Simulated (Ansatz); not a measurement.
## Two runs on Si2NH7S

System: Si2NH7S.
Method of the first run: RKS wB97M-V/def2-SVP (Ansatz 0.2.0).

The geometry comes from this level: PBE0-D4/def2-TZVP. Text and figures count atoms from 1; the logs count them from 0 in places.

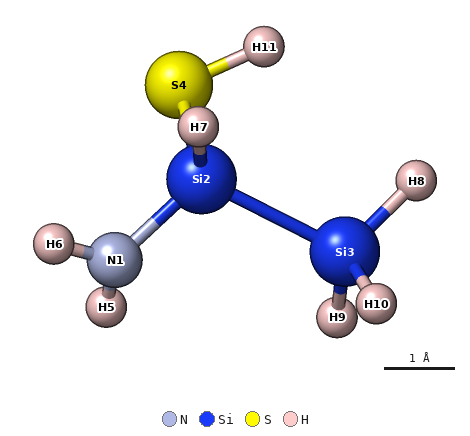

**Figure 1.** The structure (ball-and-stick view, seen at a tilt; atoms are numbered from 1 in the order of the input). Bond lengths as drawn: H–N 1.01 Å, H–S 1.34 Å, H–Si 1.49 Å, N–Si 1.71 Å, Si–Si 2.34 Å and S–Si 2.16 Å.

Input file, the first run:
```yaml
crystal:
  periodic: [false, false, false]
  atoms:
    - {symbol: N, position_ang: [-0.645821, 1.716357, -0.592863]}
    - {symbol: Si, position_ang: [-0.154770, 0.079978, -0.710285]}
    - {symbol: Si, position_ang: [1.134841, -0.518160, 1.147689]}
    - {symbol: S, position_ang: [-1.870682, -1.232886, -0.763396]}
    - {symbol: H, position_ang: [-1.123828, 2.052292, 0.227575]}
    - {symbol: H, position_ang: [-0.933183, 2.218085, -1.417570]}
    - {symbol: H, position_ang: [0.603960, -0.035958, -1.984244]}
    - {symbol: H, position_ang: [1.324066, -1.994985, 1.170617]}
    - {symbol: H, position_ang: [0.418818, -0.117384, 2.390138]}
    - {symbol: H, position_ang: [2.472211, 0.134803, 1.133595]}
    - {symbol: H, position_ang: [-1.160212, -2.359241, -0.580757]}
basis:
  gaussian: {orbitals: def2-SVP}
hamiltonian: {xc: {name: wB97M-V}}
output: {orbitals: {seedname: orbitals}}
```

Hardware: 4 threads of Intel Xeon @ 2.90GHz, 15 GiB of memory available, shared host.

Output (the first run):
```
Functional definition: wB97M-V
  parameter omega = 0.3/bohr
  parameter cx = 0.15
  parameter cx01 = 1.007
  parameter cx10 = 0.259
  parameter css00 = 0.443
  parameter css04 = -1.437
  parameter css10 = -4.535
  parameter css20 = -3.390
  parameter css43 = 4.278
  parameter cos00 = 1.000
  parameter cos10 = 1.358
  parameter cos20 = 2.924
  parameter cos21 = -8.812
  parameter cos60 = -1.390
  parameter cos61 = 9.142
  parameter b = 6.0
  parameter c = 0.01
  gx(w, u) = 1 - cx + cx01*u + cx10*w
  gss(w, u) = css00 + css04*u^4 + css10*w + css20*w^2 + css43*w^4*u^3
  gos(w, u) = cos00 + cos10*w + (cos20 + cos21*u)*w^2 + (cos60 + cos61*u)*w^6
  exchange = spin_sum(e_x_unif_sr(omega)*gx(b97_w, b97_u_x)) + cx*exact_x_sr(omega) + exact_x_lr(omega)
  correlation = spin_sum(e_c_pw_mod_same_spin*gss(b97_w, b97_u_same))
      + integral(e_c_pw_mod_opposite_spin*gos(b97_w_opposite, b97_u_opposite)) + vv10(b, c)
1001 factors; integrals over basis functions are off by at most 1.2e-3 eV
365 factors; integrals over basis functions are off by at most 9.3e-6 eV
mean field evaluation 1: about -28179.9711 eV, gradient 4.1e1 eV
mean field evaluation 2: about -28180.3539 eV, gradient 4.0e1 eV
mean field evaluation 4: about -28183.5562 eV, gradient 8.9e-1 eV
mean field evaluation 8: about -28183.6094 eV, gradient 3.0e-2 eV
mean field evaluation 16: about -28183.6094 eV, gradient 3.2e-5 eV
mean field -28183.60940713 eV, -1035.7285421755 hartree, gradient 3.2e-5 eV, S^2 0.000000; 0 other end points of the search recorded, 0 dependent functions left out
reference -28183.60945275 eV, -1035.7285438520 hartree; 29, 29 occupied and 74, 74 virtual orbitals, 1001 factors
Total energy: -28183.60945275 eV, -1035.7285438520 hartree
```

For the second run the input was changed thus:
```diff
-  gaussian: {orbitals: def2-SVP}
+  gaussian: {orbitals: "def2-QZVPP.json"}
```

How does the second run compare with the first run?

The total energy of the second run is 285.0 kcal/mol lower, which measures the change of basis and not a stability. The HOMO goes from −8.95 to −9.17 eV. The LUMO goes from 1.93 to 1.10 eV. The basis functions go from 103 to 477. On the same kind of shared host the second run took about 3.9 times as long.

Output (the second run):
```
Functional definition: wB97M-V
  parameter omega = 0.3/bohr
  parameter cx = 0.15
  parameter cx01 = 1.007
  parameter cx10 = 0.259
  parameter css00 = 0.443
  parameter css04 = -1.437
  parameter css10 = -4.535
  parameter css20 = -3.390
  parameter css43 = 4.278
  parameter cos00 = 1.000
  parameter cos10 = 1.358
  parameter cos20 = 2.924
  parameter cos21 = -8.812
  parameter cos60 = -1.390
  parameter cos61 = 9.142
  parameter b = 6.0
  parameter c = 0.01
  gx(w, u) = 1 - cx + cx01*u + cx10*w
  gss(w, u) = css00 + css04*u^4 + css10*w + css20*w^2 + css43*w^4*u^3
  gos(w, u) = cos00 + cos10*w + (cos20 + cos21*u)*w^2 + (cos60 + cos61*u)*w^6
  exchange = spin_sum(e_x_unif_sr(omega)*gx(b97_w, b97_u_x)) + cx*exact_x_sr(omega) + exact_x_lr(omega)
  correlation = spin_sum(e_c_pw_mod_same_spin*gss(b97_w, b97_u_same))
      + integral(e_c_pw_mod_opposite_spin*gos(b97_w_opposite, b97_u_opposite)) + vv10(b, c)
1683 factors; their error is unknown
405 factors; integrals over basis functions are off by at most 9.9e-6 eV
mean field evaluation 1: about -28191.0855 eV, gradient 5.1e1 eV
mean field evaluation 2: about -28191.0674 eV, gradient 5.0e1 eV
mean field evaluation 4: about -28195.9492 eV, gradient 1.4e0 eV
mean field evaluation 8: about -28195.9688 eV, gradient 1.7e-1 eV
mean field evaluation 16: about -28195.9688 eV, gradient 5.8e-5 eV
mean field -28195.96884377 eV, -1036.1827430944 hartree, gradient 5.8e-5 eV, S^2 0.000000; 0 other end points of the search recorded, 0 dependent functions left out
reference -28195.96891349 eV, -1036.1827456565 hartree; 29, 29 occupied and 448, 448 virtual orbitals, 1683 factors
Total energy: -28195.96891349 eV, -1036.1827456565 hartree
```

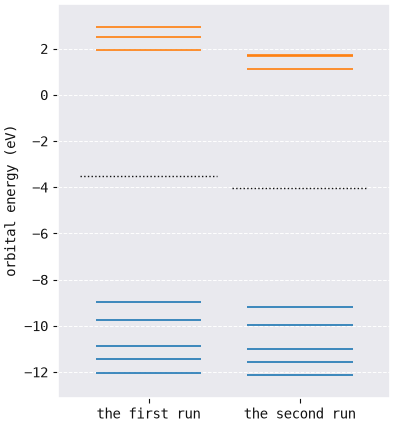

**Figure 2.** The five highest filled and three lowest empty orbital energies of the two runs; the dotted lines part filled from empty levels. The HOMO–LUMO gap is 10.88 eV in the first run and 10.27 eV in the second run.

The two runs side by side:

```tsv
quantity	the first run	the second run
outcome	converged	converged
total energy (hartree)	−1035.728544	−1036.182746
HOMO (eV)	−8.95	−9.17
LUMO (eV)	1.93	1.10
basis functions	103	477
wall time (shared host)	4.4 s	17 s
```
